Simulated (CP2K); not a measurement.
# CH4FOSi (SMILES C[SiH]([O])F): PM6

Aim: the energy difference between two shapes of CH4FOSi at PM6, from 2 runs. 

The results are computed with CP2K 2026.2.

2 further runs of the same task are left out: 1 that didn't finish, 1 set aside as unsound or not needed.

## 1. The system as given

CH4FOSi: 8 atoms, total charge 0, spin state doublet. As SMILES, `C[SiH]([O])F`. Geometry: relaxed at GFN2-xTB.

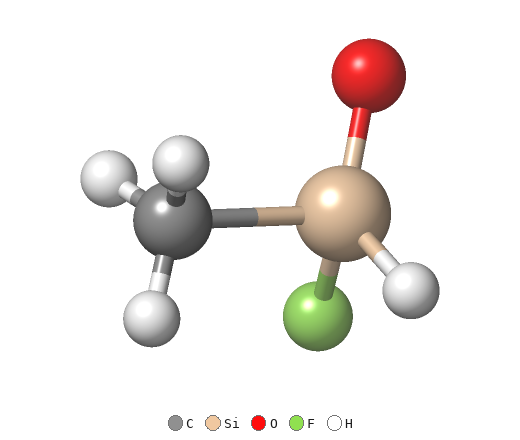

Viewed from a chosen angle; carbon grey, silicon light orange, oxygen red, fluorine green, hydrogen white.

## 2. Energy and forces at PM6

Input file mol.inp:

```
&GLOBAL
    PROJECT_NAME mol
    RUN_TYPE ENERGY_FORCE
    PRINT_LEVEL MEDIUM
&END
&FORCE_EVAL
    METHOD QS
    &DFT
        MULTIPLICITY 2
        UKS T
        &QS
            METHOD PM6
            EPS_DEFAULT 1.0E-10
            &SE
                &COULOMB
                    CUTOFF [angstrom] 50
                    RC_RANGE [angstrom] 0
                &END
                &EXCHANGE
                    CUTOFF [angstrom] 50
                    RC_RANGE [angstrom] 0
                &END
            &END
        &END
        &POISSON
            PERIODIC NONE
            POISSON_SOLVER ANALYTIC
        &END
        &SCF
            SCF_GUESS ATOMIC
            EPS_SCF 1.0E-06
            MAX_SCF 100
            ADDED_MOS 4
            &DIAGONALIZATION
                ALGORITHM STANDARD
            &END
            &MIXING
                METHOD DIRECT_P_MIXING
                ALPHA 0.4
            &END
        &END
        &PRINT
            &MOMENTS
                PERIODIC F
                REFERENCE COM
                MAX_MOMENT 1
            &END
            &MO ON
                ENERGIES T
                OCCUPATION_NUMBERS T
                NDIGITS 6
                &EACH
                    QS_SCF 0
                &END
                ADD_LAST NUMERIC
            &END
            &HIRSHFELD OFF
            &END
        &END
    &END
    &SUBSYS
        &CELL
            ABC 19.5 19.3 18.5
            PERIODIC NONE
        &END
        &COORD
            UNIT bohr
            C     -0.7593298     1.7150398    -0.2992759
            Si     0.9326176    -1.6130891     0.4009054
            O      3.7638998    -1.1482354     0.4073683
            F     -0.3363524    -3.2882179    -1.8096017
            H      0.0354513     2.2972078    -2.0824971
            H     -0.2445495     2.9683629     1.2189678
            H     -2.7648772     1.3717522    -0.4094470
            H     -0.6268600    -2.3028014     2.5735802
        &END
        &TOPOLOGY
            &CENTER_COORDINATES
            &END
        &END
    &END
    &PRINT
        &FORCES ON
        &END
    &END
&END
```

On the command line:

```console
$ OMP_NUM_THREADS=1 cp2k.psmp -i mol.inp > mol.out 2>&1
```

Output:

```text
CP2K| version string:                                       CP2K version 2026.2
[...]
 GLOBAL| Method name                                                        CP2K
[...]
 GLOBAL| Run type                                                   ENERGY_FORCE
[...]
                             - Atoms:                                          8
[...]
                             - Spherical basis functions:                     25
[...]
 Number of electrons:                                                         13
[...]
     1 P_Mix/Diag. 0.40E+00    0.0     0.39190210       -32.0757850521 -3.21E+01
[...]
    25 DIIS/Diag.  0.14E-06    0.0     0.00000048       -37.2225744421 -1.35E-12
  *** SCF run converged in    25 steps ***
  Core-core repulsion energy [eV]:                           1354.01776423274578
  Core Hamiltonian energy [eV]:                             -1697.68839815812544
  Two-electron integral energy [eV]:                        -1338.41425469719115
  Electronic energy [eV]:                                   -2366.89552550672079
  Total energy [eV]:                                        -1012.87776127397501
  Atomic reference energy [eV]:                              1008.45250343668397
  Heat of formation [kcal/mol]:                              -102.04887811064876
[...]
 SE_DIPOLE| Moment [Debye]          4.75044184      -3.58274072      -0.42481618
 SE_DIPOLE| Derivative [a.u.]       0.00000000       0.00000000       0.00000000
 ENERGY| Total FORCE_EVAL ( QS ) energy [hartree]            -37.222574442128000
 FORCES| Atomic forces [hartree/bohr]
 FORCES|   Atom     x               y               z               |f|
 FORCES|      1 -1.39939047E-02  2.33985963E-02 -2.74813718E-04   2.72653480E-02
 FORCES|      2  2.06902042E-02 -1.35986705E-02 -2.58245115E-02   3.57758826E-02
 FORCES|      3 -4.30941664E-02 -7.17782032E-03  8.82753629E-03   4.45707716E-02
 FORCES|      4  1.13502355E-02  9.36220005E-03  9.82823815E-03   1.76938662E-02
 FORCES|      5  1.32139981E-02 -7.33458700E-03 -1.20855922E-02   1.93511615E-02
 FORCES|      6  7.95432945E-03  3.31093694E-04  1.33054869E-02   1.55053850E-02
 FORCES|      7 -9.24066735E-03 -1.10837089E-02  2.03265249E-03   1.45729274E-02
 FORCES|      8  1.31199712E-02  6.10289664E-03  4.19100353E-03   1.50646441E-02
 FORCES| Sum     4.71844785E-16  2.08166817E-16  2.98372438E-16
 FORCES| Total atomic force                                       5.95816278E-16
[...]
```

Run time: 1.3 s. Hardware: 1 thread of Intel Xeon Platinum 8488C (Sapphire Rapids), shared host; peak memory 0.19 GiB.

## 3. The distorted shape, same level

Input file qs.inp:

```
&GLOBAL
  PROJECT qs
  RUN_TYPE ENERGY_FORCE
  PRINT_LEVEL MEDIUM
&END GLOBAL

&FORCE_EVAL
  METHOD QS
  &DFT
    MULTIPLICITY 2
    SPIN_POLARIZED T
    # Quickstep
    &QS
      METHOD PM6
      EPS_DEFAULT 1.0E-10
      &SE
        &COULOMB
          CUTOFF [angstrom] 50
          RC_RANGE [angstrom] 0
        &END COULOMB
        &EXCHANGE
          CUTOFF [angstrom] 50
          RC_RANGE [angstrom] 0
        &END EXCHANGE
      &END SE
    &END QS
    &POISSON
      PERIODIC NONE
      POISSON_SOLVER ANALYTIC
    &END POISSON
    # SCF settings
    &SCF
      SCF_GUESS ATOMIC
      EPS_SCF 1.0E-06
      MAX_SCF 100
      ADDED_MOS 4
      &DIAGONALIZATION
        ALGORITHM STANDARD
      &END DIAGONALIZATION
      &MIXING
        METHOD DIRECT_P_MIXING
        ALPHA 0.4
      &END MIXING
    &END SCF
    &PRINT
      &MOMENTS
        PERIODIC F
        REFERENCE COM
        MAX_MOMENT 1
      &END MOMENTS
      &MO ON
        ENERGIES T
        OCCUPATION_NUMBERS T
        NDIGITS 6
        &EACH
          QS_SCF 0
        &END EACH
        ADD_LAST NUMERIC
      &END MO
      &HIRSHFELD OFF
      &END HIRSHFELD
    &END PRINT
  &END DFT
  # structure
  &SUBSYS
    # vacuum box
    &CELL
      ABC 19.4 19.2 18.5
      PERIODIC NONE
    &END CELL
    &COORD
      UNIT bohr
      C     -0.9562581     1.8107582    -0.2115511
      Si     0.8781255    -1.4179919     0.4789643
      O      3.9634813    -1.2431204     0.2181764
      F     -0.2532743    -3.2324049    -1.8356932
      H     -0.0237368     2.2085191    -1.9196632
      H     -0.0455670     2.8313275     1.3011898
      H     -2.5494314     1.5702679    -0.3383517
      H     -0.8908811    -2.2780157     2.8390508
    &END COORD
    &TOPOLOGY
      &CENTER_COORDINATES
      &END CENTER_COORDINATES
    &END TOPOLOGY
  &END SUBSYS
  &PRINT
    &FORCES ON
    &END FORCES
  &END PRINT
&END FORCE_EVAL
```

On the command line:

```console
$ OMP_NUM_THREADS=1 cp2k.psmp -i qs.inp -o qs.out
```

Output:

```text
CP2K| version string:                                       CP2K version 2026.2
[...]
 GLOBAL| Method name                                                        CP2K
[...]
 GLOBAL| Run type                                                   ENERGY_FORCE
[...]
                             - Atoms:                                          8
[...]
                             - Spherical basis functions:                     25
[...]
 Number of electrons:                                                         13
[...]
     1 P_Mix/Diag. 0.40E+00    0.0     0.38748484       -32.1151989904 -3.21E+01
[...]
    28 DIIS/Diag.  0.17E-06    0.0     0.00000087       -37.1593425812  2.35E-12
  *** SCF run converged in    28 steps ***
  Core-core repulsion energy [eV]:                           1341.22040258759102
  Core Hamiltonian energy [eV]:                             -1699.70999856244089
  Two-electron integral energy [eV]:                        -1305.33507771885343
  Electronic energy [eV]:                                   -2352.37753742186760
  Total energy [eV]:                                        -1011.15713483427658
  Atomic reference energy [eV]:                              1008.45250343668397
  Heat of formation [kcal/mol]:                               -62.37028665342622
[...]
 SE_DIPOLE| Moment [Debye]          5.14459297      -3.98369802      -1.52321773
 SE_DIPOLE| Derivative [a.u.]       0.00000000       0.00000000       0.00000000
 ENERGY| Total FORCE_EVAL ( QS ) energy [hartree]            -37.159342581200278
 FORCES| Atomic forces [hartree/bohr]
 FORCES|   Atom     x               y               z               |f|
 FORCES|      1  1.15188397E-01  2.16737559E-02  2.12058850E-02   1.19112585E-01
 FORCES|      2  7.00695985E-02 -5.44304332E-02 -2.82166861E-02   9.31053278E-02
 FORCES|      3 -1.07052171E-01  6.55123187E-05  2.15575131E-02   1.09201181E-01
 FORCES|      4  1.18660917E-02  2.61047008E-02  3.12858592E-02   4.24389505E-02
 FORCES|      5  2.09502536E-02  1.00898511E-03 -3.49942731E-02   4.07986559E-02
 FORCES|      6  3.30642139E-03  8.92934617E-03  1.96558517E-02   2.18407453E-02
 FORCES|      7 -1.45071797E-01 -2.05344505E-02 -2.97921929E-03   1.46548168E-01
 FORCES|      8  3.07432058E-02  1.71825834E-02 -2.75149306E-02   4.46929221E-02
 FORCES| Sum     1.52655666E-16  4.92661467E-16  1.17961196E-16
 FORCES| Total atomic force                                       5.29087816E-16
[...]
```

It took 1.3 s on 1 thread of Intel Xeon Platinum 8488C (Sapphire Rapids), shared host; peak memory 0.19 GiB.

## 4. Results

Level: PM6.

| quantity | value |
| --- | --- |
| first shape: total energy | -37.22257 Eh |
| first shape: dipole moment | 5.97 D |
| first shape: HOMO energy (highest over α and β) | -10.96 eV |
| first shape: LUMO energy (lowest over α and β) | -4.25 eV |
| first shape: heat of formation at this unrelaxed shape | -102.0 kcal/mol |
| first shape: largest force on an atom | 2.292 eV/Å |
| distorted shape: total energy | -37.15934 Eh |
| distorted shape: dipole moment | 6.68 D |
| distorted shape: HOMO energy (highest over α and β) | -10.80 eV |
| distorted shape: LUMO energy (lowest over α and β) | -4.38 eV |
| distorted shape: heat of formation at this unrelaxed shape | -62.4 kcal/mol |
| distorted shape: largest force on an atom | 7.536 eV/Å |
| energy change with the atoms displaced | 1.721 eV |

**Reading.** With the atoms displaced the energy rises by 1.72 eV (40 kcal/mol). The first shape isn't relaxed at this level, so the change isn't measured from a minimum. The largest force (first shape) is 2.29 eV/Å: the shape isn't a stationary point for this species at this level.
